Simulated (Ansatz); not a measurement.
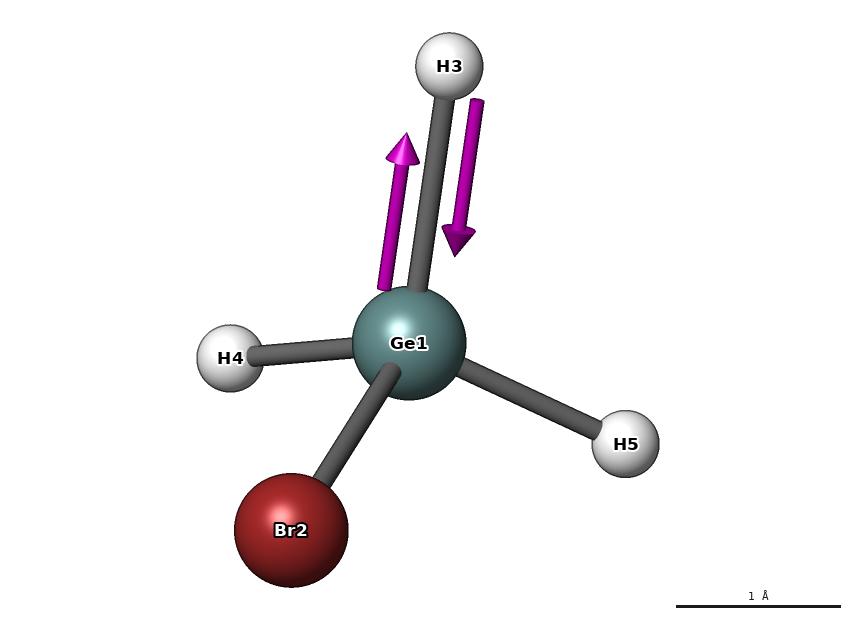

Arrows show the forces on the atoms, 0.4 Å of arrow for 1 eV/Å; forces under a tenth of the largest aren't drawn. Level of theory: PBE0-D4/def2-TZVP (Ansatz 0.2.0).

### Which bond do the forces act along most?

Ge1–H3, now 1.780 Å: the forces pull its atoms together, so a first step downhill shortens it.

List the force components in the frame of the picture (x right, y up, z towards the viewer), in eV/Å.

```
atom     Fx     Fy     Fz
 Ge1   0.35   2.41   0.68
 Br2   0.00   0.00   0.00
  H3  −0.35  −2.41  −0.68
  H4   0.00   0.00   0.00
  H5   0.00   0.00   0.00
```
